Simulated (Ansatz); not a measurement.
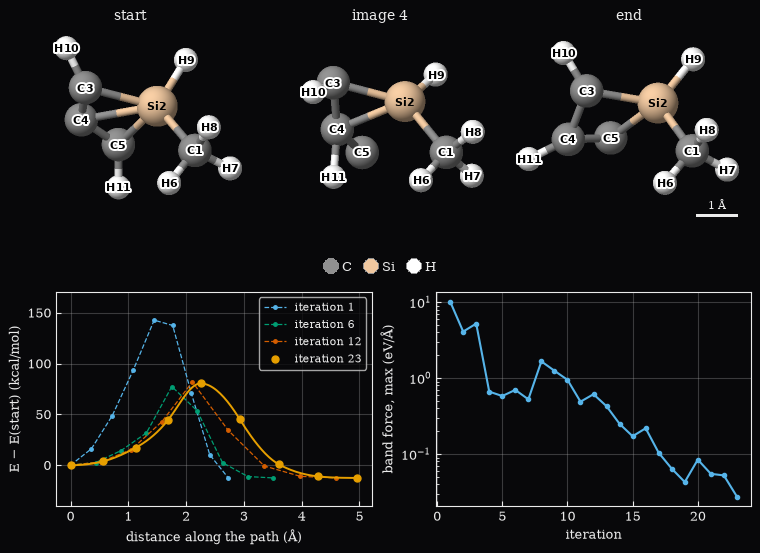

NEB run on C4H6Si. Images are numbered from 0 (start) to 8 (end). The plot follows the band through its iterations. A ball-and-stick model, seen from a free direction.

Level of theory: Ansatz, UKS B3LYP/STO-3G. Set-up: 7 movable images; climbing image; force threshold 0.05 eV/Å; iteration limit 59; starting path through a guess of the saddle point.

Judge this run.

Answer. The result is final at these settings. The band converged in 23 iterations. The largest component of the band force went from 10 to 0.028 eV/Å. The climbing image converged on the top of the path. Its vibrational analysis gives one imaginary mode (906i cm⁻¹), as a transition state must have. The first iteration put the highest image at 142.7 kcal/mol. The energy climbs by 80.5 kcal/mol to image 4 and then falls by 93.0 kcal/mol, so the end point sits at −12.5 kcal/mol.

Limits of the set-up: STO-3G is a minimal basis, so the numbers are rough.
